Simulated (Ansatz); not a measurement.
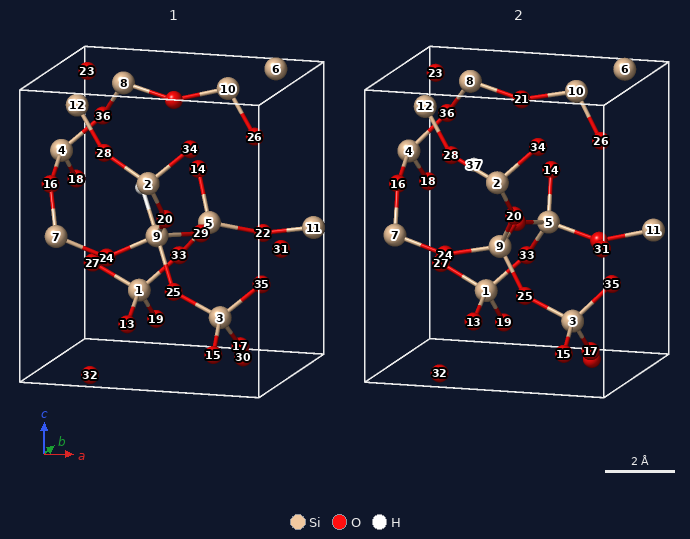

Two geometries of a defect cell of composition Si$_{12}$HO$_{24}$ (cell charge −1), drawn at one scale. One is the start of a relaxation, the other its converged end. The picture is a ball-and-stick view of the cell of the calculation (origin shifted), seen slightly off an axis.

The calculation used DFT PBE, scalar-relativistic, plane waves, PAW in Ansatz. Settings: plane-wave cutoff 420 eV; k-point mesh 2 × 2 × 2; occupations gaussian; smearing width 0.01 eV; mesh shifted by (0.5, 0.5, 0.5); no spin polarisation; atoms relaxed in a fixed cell; force threshold 0.025 eV/Å; at most 45 steps.

Which of the two is the end point?

Structure 1 is the relaxed one. Case: H interstitial, charge -1, atoms relaxed at the host's cell. The atoms of the start lie slightly off their symmetric places, so part of the fall in energy undoes that. The largest move is that of O29, 0.93 Å roughly along [3 0 −1]. Largest moves by element: O 0.93 Å, H 0.81 Å, Si 0.34 Å. The cell stays as it was. Near-neighbour distances that change, for instance: Si9–H37 2.521 → 1.524 Å, Si9–O25 1.628 → 1.769 Å, Si9–O24 1.626 → 1.701 Å, Si9–O20 1.632 → 1.706 Å. New bonds form, among them: Si9–H37 (2.52 → 1.52 Å). Bond angles that change, for instance: O24–Si9–O25 108.5° → 88.5°, O25–Si9–O29 109.4° → 89.7°, Si7–O24–Si9 148.3° → 129.4°. The energy falls by 2.094 eV per cell of the calculation in 21 accepted moves (22 points after the start). Largest force component: 2.2 eV/Å at the start, 0.016 eV/Å at the end. 1 step only repeated the SCF at the same geometry.

Limits of the set-up: the periodic images lie only 7.5 Å apart, so the values are limited by the cell's size; the cell is charged, on a uniform background, and energies carry no finite-size correction.
